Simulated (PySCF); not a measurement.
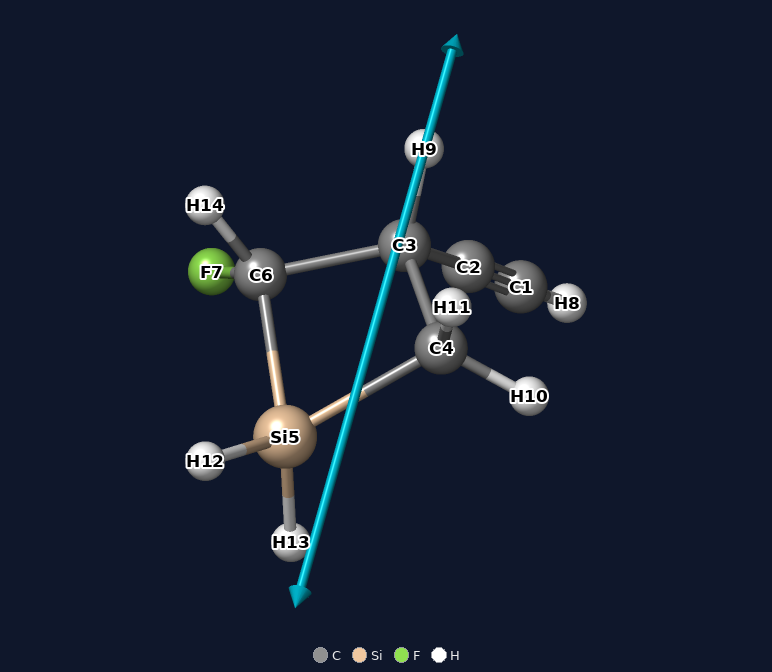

The double arrow shows the direction of the transition dipole to excited singlet state 4 (its length means nothing). The geometry was computed by an optimisation with GFN2-xTB. No frequency run is at hand to confirm it as a minimum. Properties computed with TDDFT ωB97X-D/def2-SVPD, vertical, gas phase, core orbitals frozen in the response (PySCF 2.14.0).

> Give its energy, strength and character.

7.03 eV (176 nm), oscillator strength 0.043, of mixed character, with the largest part HOMO−2 → LUMO (weight 0.42); transition dipole 1.27 D.

The geometry is semi-empirical. Around Si such bond lengths and angles can be off by a tenth of an ångström or more and by several degrees, and values that hang on the shape move with them.
